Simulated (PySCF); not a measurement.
## C2H5ClSi (charge +1): geometry relaxation (part 2 of 3)

C2H5ClSi, charge +1, multiplicity 2; HF/6-31G*, UHF (PySCF 2.14.0). The atoms were displaced at random from an optimised geometry. The geometry is that of the parent species in another charge or spin state.

Geometry of the input (Å):
```
Cl -0.6249  -0.4281  -2.2393
C  -0.4127  0.3434  -0.7199
C  0.9468  0.3003  0.0122
Si -0.4309  -0.5582  0.9148
H  -0.8788  1.3564  -0.7182
H  1.6703  -0.3405  -0.4856
H  1.3646  1.2643  0.3170
H  -0.4388  -2.0609  0.8784
H  -0.9938  0.0078  2.1169
```

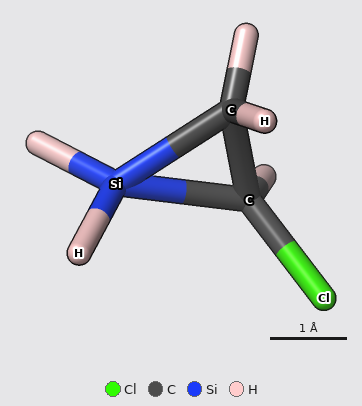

Fig. 1: The input geometry (stick view, seen on its broad side).

### The program's output, continued
```
----------------------------------------------
cycle 4: E = -826.707038064  dE = -0.00192387  norm(grad) = 0.0126802
Step    3 : Displace = 4.008e-02/6.805e-02 (rms/max) Trust = 2.000e-01 (+) Grad = 4.227e-03/7.518e-03 (rms/max) E (change) = -826.7070380643 (-1.924e-03) Quality = 1.226
Hessian Eigenvalues: 1.46896e-02 2.71269e-02 3.20369e-02 ... 3.40483e-01 3.48270e-01 3.52682e-01

Geometry optimization cycle 5
Cartesian coordinates (Angstrom)
 Atom        New coordinates             dX        dY        dZ
  Cl  -0.641719  -0.477304  -2.204460    0.010685 -0.000032 -0.006760
   C  -0.312616   0.463044  -0.832678   -0.003512  0.002880 -0.007326
   C   0.919442   0.294412  -0.055515   -0.004338 -0.013940  0.007165
  Si  -0.273714  -0.646622   1.066906    0.020579 -0.016009  0.029362
   H  -0.934412   1.331069  -0.701253   -0.005057 -0.000485 -0.005652
   H   1.685307  -0.308813  -0.518252    0.009153  0.027638 -0.027825
   H   1.285298   1.198278   0.411501   -0.010077 -0.014662  0.013858
   H  -0.513179  -2.057243   0.828399   -0.020951 -0.004809  0.001492
   H  -1.012530   0.087685   2.081611    0.003517  0.019420 -0.004314
converged SCF energy = -826.707603110869  <S^2> = 0.77506777  2S+1 = 2.0249126
--------------- SecondOrderUHF_Scanner gradients ---------------
         x                y                z
0 Cl    -0.0000787342    -0.0012453782    -0.0001407857
1 C     0.0007899140    -0.0003911844     0.0014546076
2 C     0.0017424528     0.0018414525    -0.0045627436
3 Si    -0.0033285994    -0.0007245649     0.0007214524
4 H     0.0001991513    -0.0001595715     0.0011731139
5 H     0.0002432538     0.0006327189    -0.0003606540
6 H     0.0001783720    -0.0008597350     0.0016328770
7 H     0.0005201869     0.0007476072    -0.0000037282
8 H    -0.0002659972     0.0001586554     0.0000858606
----------------------------------------------
cycle 5: E = -826.707603111  dE = -0.000565047  norm(grad) = 0.00708813
Step    4 : Displace = 2.381e-02/4.015e-02 (rms/max) Trust = 2.828e-01 (+) Grad = 2.363e-03/5.220e-03 (rms/max) E (change) = -826.7076031109 (-5.650e-04) Quality = 1.149
Hessian Eigenvalues: 1.29742e-02 2.88772e-02 3.36992e-02 ... 3.40503e-01 3.47980e-01 3.52596e-01

Geometry optimization cycle 6
Cartesian coordinates (Angstrom)
 Atom        New coordinates             dX        dY        dZ
  Cl  -0.636010  -0.465732  -2.213863    0.005709  0.011572 -0.009403
   C  -0.316595   0.467104  -0.837045   -0.003979  0.004061 -0.004367
   C   0.912711   0.289009  -0.048787   -0.006731 -0.005403  0.006728
  Si  -0.259248  -0.655442   1.077327    0.014466 -0.008819  0.010421
   H  -0.935493   1.337947  -0.712024   -0.001082  0.006877 -0.010771
   H   1.680776  -0.313157  -0.509277   -0.004531 -0.004344  0.008975
   H   1.275734   1.201665   0.403620   -0.009564  0.003388 -0.007881
   H  -0.517720  -2.066030   0.835413   -0.004541 -0.008787  0.007014
   H  -1.002278   0.089140   2.080896    0.010252  0.001455 -0.000715
converged SCF energy = -826.707780892176  <S^2> = 0.77556772  2S+1 = 2.0254063
--------------- SecondOrderUHF_Scanner gradients ---------------
         x                y                z
0 Cl     0.0002484906    -0.0004515736     0.0003737132
1 C    -0.0003027182     0.0007927820     0.0010361357
2 C     0.0011371948     0.0004391180    -0.0032748538
3 Si    -0.0005654698    -0.0006130469     0.0009934167
4 H    -0.0000249778    -0.0000000632     0.0003543765
5 H     0.0001950197     0.0000045579     0.0006598993
6 H    -0.0004151990    -0.0000585072     0.0006656214
7 H    -0.0002030376    -0.0007852724    -0.0003076647
8 H    -0.0000693028     0.0006720055    -0.0005006443
----------------------------------------------
cycle 6: E = -826.707780892  dE = -0.000177781  norm(grad) = 0.00433248
Step    5 : Displace = 1.302e-02/1.989e-02 (rms/max) Trust = 3.000e-01 (+) Grad = 1.444e-03/3.494e-03 (rms/max) E (change) = -826.7077808922 (-1.778e-04) Quality = 1.170
Hessian Eigenvalues: 1.40602e-02 2.81580e-02 3.20274e-02 ... 3.41609e-01 3.47797e-01 3.52739e-01

Geometry optimization cycle 7
Cartesian coordinates (Angstrom)
 Atom        New coordinates             dX        dY        dZ
  Cl  -0.632579  -0.459856  -2.221830    0.003431  0.005876 -0.007967
   C  -0.317855   0.465885  -0.839408   -0.001260 -0.001219 -0.002362
   C   0.909117   0.285742  -0.042368   -0.003594 -0.003268  0.006419
  Si  -0.257574  -0.654981   1.081499    0.001674  0.000461  0.004172
   H  -0.933206   1.340247  -0.720958    0.002287  0.002300 -0.008934
   H   1.675480  -0.315267  -0.507851   -0.005296 -0.002110  0.001426
   H   1.274162   1.203351   0.398233   -0.001572  0.001686 -0.005387
   H  -0.516027  -2.063257   0.838406    0.001693  0.002774  0.002993
   H  -0.999640   0.082642   2.090536    0.002638 -0.006498  0.009641
converged SCF energy = -826.707844797455  <S^2> = 0.77491536  2S+1 = 2.0247621
--------------- SecondOrderUHF_Scanner gradients ---------------
         x                y                z
0 Cl    -0.0000439037    -0.0001012398    -0.0000271952
1 C     0.0001539013     0.0001062015     0.0009586949
2 C     0.0004583599    -0.0000237836    -0.0011458403
3 Si     0.0000468533    -0.0008301479     0.0005039336
4 H    -0.0000581011     0.0001352451    -0.0000823471
5 H     0.0000166916     0.0000469986     0.0001817589
6 H    -0.0004251939     0.0001220895     0.0002048131
7 H    -0.0001221910     0.0001263624    -0.0001467894
8 H    -0.0000264165     0.0004182740    -0.0004470284
----------------------------------------------
cycle 7: E = -826.707844797  dE = -6.39053e-05  norm(grad) = 0.00204094
Step    6 : Displace = 7.634e-03/1.196e-02 (rms/max) Trust = 3.000e-01 (=) Grad = 6.803e-04/1.234e-03 (rms/max) E (change) = -826.7078447975 (-6.391e-05) Quality = 1.337
Hessian Eigenvalues: 1.43554e-02 2.42069e-02 3.05425e-02 ... 3.42023e-01 3.47755e-01 3.52725e-01

Geometry optimization cycle 8
Cartesian coordinates (Angstrom)
 Atom        New coordinates             dX        dY        dZ
  Cl  -0.629785  -0.457296  -2.226378    0.002794  0.002560 -0.004548
   C  -0.319377   0.466075  -0.841798   -0.001522  0.000190 -0.002391
   C   0.906592   0.285318  -0.039183   -0.002525 -0.000424  0.003186
  Si  -0.259899  -0.651242   1.081908   -0.002324  0.003739  0.000409
   H  -0.932291   1.342430  -0.727489    0.000915  0.002183 -0.006531
   H   1.670193  -0.319677  -0.504687   -0.005287 -0.004410  0.003164
   H   1.276574   1.204446   0.393821    0.002411  0.001095 -0.004412
   H  -0.511021  -2.061131   0.838895    0.005006  0.002126  0.000489
   H  -0.999108   0.075583   2.101170    0.000532 -0.007059  0.010634
converged SCF energy = -826.707865476388  <S^2> = 0.77424133  2S+1 = 2.0240962
--------------- SecondOrderUHF_Scanner gradients ---------------
         x                y                z
0 Cl    -0.0000933132     0.0000717196    -0.0001145529
1 C    -0.0001444625    -0.0001350040     0.0005328632
2 C     0.0002223547    -0.0000987324     0.0000507885
3 Si     0.0002959532     0.0000481283    -0.0001403770
4 H     0.0000537121     0.0000035494    -0.0002203408
5 H    -0.0000282571    -0.0000625890     0.0000300948
6 H    -0.0002379773     0.0000456884     0.0000409906
7 H    -0.0000371917    -0.0000092795    -0.0000930327
8 H    -0.0000308182     0.0001365191    -0.0000864336
----------------------------------------------
cycle 8: E = -826.707865476  dE = -2.06789e-05  norm(grad) = 0.000822219
Step    7 : Displace = 6.704e-03/1.277e-02 (rms/max) Trust = 3.000e-01 (=) Grad = 2.741e-04/5.684e-04 (rms/max) E (change) = -826.7078654764 (-2.068e-05) Quality = 1.125
Hessian Eigenvalues: 1.37032e-02 2.40529e-02 3.02937e-02 ... 3.42061e-01 3.47806e-01 3.52727e-01

Geometry optimization cycle 9
Cartesian coordinates (Angstrom)
 Atom        New coordinates             dX        dY        dZ
  Cl  -0.628268  -0.457256  -2.226976    0.001517  0.000041 -0.000598
   C  -0.319334   0.466766  -0.842712    0.000043  0.000691 -0.000914
   C   0.905952   0.285489  -0.039175   -0.000640  0.000171  0.000008
  Si  -0.261044  -0.650750   1.081812   -0.001145  0.000492 -0.000096
   H  -0.932483   1.342993  -0.727964   -0.000192  0.000563 -0.000476
   H   1.669060  -0.319806  -0.505153   -0.001133 -0.000129 -0.000466
   H   1.277791   1.204296   0.392988    0.001218 -0.000150 -0.000833
   H  -0.510512  -2.061056   0.840174    0.000509  0.000075  0.001279
   H  -0.999285   0.073828   2.103265   -0.000177 -0.001755  0.002095
converged SCF energy = -826.707867761302  <S^2> = 0.77417025  2S+1 = 2.0240259
--------------- SecondOrderUHF_Scanner gradients ---------------
         x                y                z
0 Cl    -0.0000094305     0.0000439237    -0.0000199774
1 C    -0.0000656876    -0.0001478745     0.0002513651
2 C     0.0000745761    -0.0000985825     0.0001029049
3 Si     0.0000820708     0.0000730744    -0.0001559650
4 H     0.0000462034     0.0000482410    -0.0000963742
5 H    -0.0000222132     0.0000122020    -0.0000461779
6 H    -0.0001014295     0.0000297820    -0.0000079072
7 H    -0.0000040564     0.0000236957    -0.0000008108
8 H    -0.0000000331     0.0000155382    -0.0000270575
----------------------------------------------
cycle 9: E = -826.707867761  dE = -2.28491e-06  norm(grad) = 0.000428215
Step    8 : Displace = 1.479e-03/2.724e-03 (rms/max) Trust = 3.000e-01 (=) Grad = 1.427e-04/2.989e-04 (rms/max) E (change) = -826.7078677613 (-2.285e-06) Quality = 1.287
Hessian Eigenvalues: 1.44613e-02 2.44545e-02 2.88148e-02 ... 3.42766e-01 3.47837e-01 3.52825e-01

Geometry optimization cycle 10
Cartesian coordinates (Angstrom)
 Atom        New coordinates             dX        dY        dZ
  Cl  -0.627819  -0.457553  -2.227175    0.000449 -0.000297 -0.000199
   C  -0.319286   0.467460  -0.843527    0.000048  0.000695 -0.000815
   C   0.905633   0.285823  -0.039424   -0.000319  0.000334 -0.000249
  Si  -0.261262  -0.650510   1.082073   -0.000218  0.000240  0.000261
   H  -0.933226   1.343039  -0.728119   -0.000743  0.000046 -0.000155
   H   1.668592  -0.320178  -0.504767   -0.000468 -0.000372  0.000386
   H   1.278816   1.204038   0.392922    0.001025 -0.000259 -0.000066
   H  -0.510171  -2.060868   0.840060    0.000341  0.000187 -0.000114
   H  -0.999400   0.073255   2.104215   -0.000115 -0.000572  0.000950
converged SCF energy = -826.707868413224  <S^2> = 0.77422787  2S+1 = 2.0240829
--------------- SecondOrderUHF_Scanner gradients ---------------
         x                y                z
0 Cl     0.0000157143    -0.0000066563     0.0000140817
1 C    -0.0001245928    -0.0000163205     0.0000124961
2 C     0.0000447265    -0.0000604810     0.0000343099
3 Si     0.0000065131     0.0000435131    -0.0000731159
4 H     0.0000196931     0.0000219426    -0.0000213878
5 H     0.0000090260     0.0000122968    -0.0000003280
6 H     0.0000068599    -0.0000026609     0.0000259018
7 H     0.0000177405     0.0000145291     0.0000027474
8 H     0.0000043195    -0.0000061630     0.0000052949
----------------------------------------------
cycle 10: E = -826.707868413  dE = -6.51922e-07  norm(grad) = 0.000182908
Step    9 : Displace = 7.845e-04/1.108e-03 (rms/max) Trust = 3.000e-01 (=) Grad = 6.097e-05/1.263e-04 (rms/max) E (change) = -826.7078684132 (-6.519e-07) Quality = 1.114
Hessian Eigenvalues: 1.44613e-02 2.44545e-02 2.88148e-02 ... 3.42766e-01 3.47837e-01 3.52825e-01
Converged! =D

converged: True
Cl         -0.62781904       -0.45755302       -2.22717504
C          -0.31928637        0.46746042       -0.84352669
C           0.90563324        0.28582302       -0.03942416
Si         -0.26126222       -0.65051029        1.08207325
H          -0.93322563        1.34303854       -0.72811912
H           1.66859219       -0.32017818       -0.50476706
H           1.27881642        1.20403751        0.39292215
H          -0.51017140       -2.06086837        0.84006033
H          -0.99940018        0.07325537        2.10421533

WARN: HOMO -0.138185334517123 >= LUMO -0.138185334517123

converged SCF energy = -826.707868413224  <S^2> = 0.77422786  2S+1 = 2.0240829
total energy: -826.70786841 hartree
Mode                                 0                   1                   2
Irrep
Freq [cm^-1]                      154.9021            322.9527            360.2402
Reduced mass [au]                   6.7926              1.6401              2.8955
Force const [Dyne/A]                0.0960              0.1008              0.2214
Char temp [K]                     222.8696            464.6571            518.3055
Normal mode                   x     y     z       x     y     z       x     y     z
       0  Cl                -0.01 -0.03  0.09    0.02 -0.02  0.00   -0.05 -0.01 -0.04
       1   C                 0.05  0.07  0.01   -0.02  0.12 -0.07    0.11  0.06 -0.10
       2   C                 0.04  0.05  0.01   -0.07 -0.01 -0.02    0.00  0.04  0.09
       3  Si                -0.03 -0.02 -0.11    0.02 -0.03  0.04    0.01 -0.03  0.05
       4   H                 0.08  0.10 -0.04    0.04  0.17 -0.17    0.19  0.12 -0.18
       5   H                 0.06  0.08  0.01   -0.07  0.03 -0.08    0.10  0.06  0.21
       6   H                 0.01  0.03  0.08   -0.04 -0.05  0.04   -0.07  0.08  0.09
       7   H                -0.04  0.01 -0.24   -0.42  0.09 -0.24    0.19 -0.06  0.01
       8   H                -0.04 -0.09 -0.06    0.37 -0.08  0.34   -0.28 -0.11 -0.10
Mode                                 3                   4                   5
Irrep
Freq [cm^-1]                      445.6693            552.4751            606.2546
Reduced mass [au]                   1.7602              1.1043              1.7321
Force const [Dyne/A]                0.2060              0.1986              0.3751
Char temp [K]                     641.2188            794.8887            872.2654
Normal mode                   x     y     z       x     y     z       x     y     z
       0  Cl                -0.03 -0.00 -0.04    0.00 -0.00 -0.01    0.00  0.01  0.01
       1   C                 0.05 -0.11  0.04   -0.03 -0.01  0.02    0.04 -0.03  0.00
       2   C                 0.06  0.05  0.08   -0.01 -0.03  0.03    0.04  0.07 -0.13
       3  Si                -0.01  0.02 -0.01   -0.01  0.04 -0.00   -0.02 -0.02  0.06
       4   H                -0.01 -0.16  0.09    0.07  0.07 -0.07   -0.11 -0.16  0.16
       5   H                 0.21  0.18  0.16   -0.17 -0.28  0.08    0.00 -0.04 -0.05
       6   H                -0.17  0.12  0.13    0.21 -0.00 -0.22    0.09  0.05 -0.14
       7   H                -0.28  0.12 -0.26    0.41  0.04 -0.39   -0.26  0.10 -0.42
       8   H                 0.32 -0.05  0.28   -0.05 -0.49  0.34   -0.39 -0.10 -0.15
Mode                                 6                   7                   8
Irrep
Freq [cm^-1]                      659.6961            809.5744            866.9168
Reduced mass [au]                   1.9637              2.7338              1.4401
Force const [Dyne/A]                0.5035              1.0557              0.6377
Char temp [K]                     949.1558           1164.7973           1247.3002
Normal mode                   x     y     z       x     y     z       x     y     z
       0  Cl                 0.00  0.01  0.01    0.01  0.04  0.06   -0.00  0.00  0.02
       1   C                 0.07 -0.01 -0.01    0.02 -0.12 -0.09    0.08  0.04 -0.11
       2   C                 0.04  0.07 -0.12   -0.09 -0.06 -0.05   -0.05 -0.05  0.02
       3  Si                -0.07 -0.03  0.02    0.02  0.02 -0.00    0.00  0.02 -0.01
```
